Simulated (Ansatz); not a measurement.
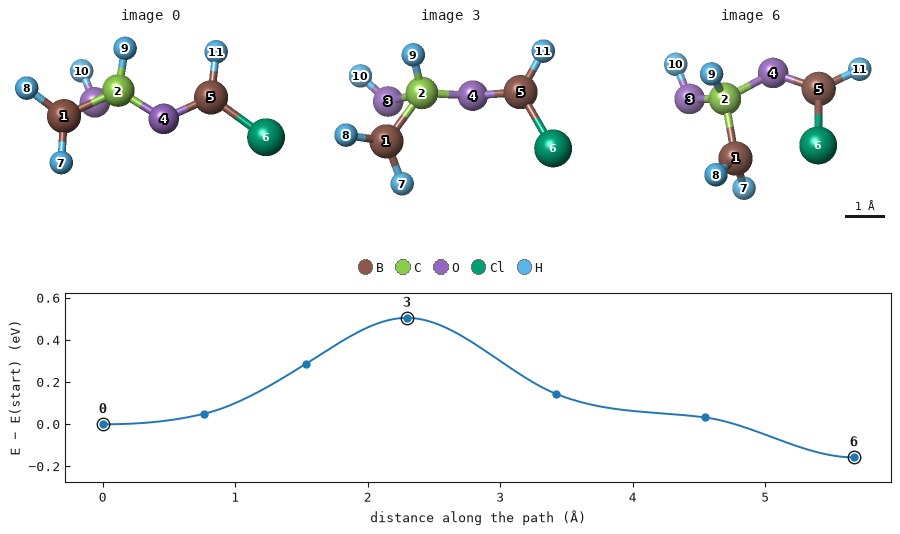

NEB run on CH₅B₂ClO₂. Images are numbered from 0 (start) to 6 (end). The picture is a ball-and-stick view, seen at a tilt.

Theory: RKS CAM-B3LYP/def2-SVP in Ansatz. Set-up: 5 movable images; climbing image; force threshold 0.03 eV/Å; iteration limit 60; starting path by image-dependent pair potential.

> What happens along the path, and what is the barrier?

The energy climbs by 0.51 eV to image 3 and then falls by 0.66 eV, so the end point sits at −0.16 eV. The motion is a rotation about the C2–O4 bond, with a turn of about 60° about C2–O3, with a turn of about 180° about O4–B5. No bond forms or breaks between the ends. Among the angles between lasting bonds that change up to the highest image: C2–O4–B5 122.3° → 138.0°, B1–C2–O4 121.7° → 124.1°. The band converged in 34 iterations. The largest component of the band force went from 2.5 to 0.029 eV/Å. The climbing image converged on the top of the path. Its vibrational analysis gives 2 imaginary modes over 30i cm⁻¹, so it isn't confirmed as a transition state.
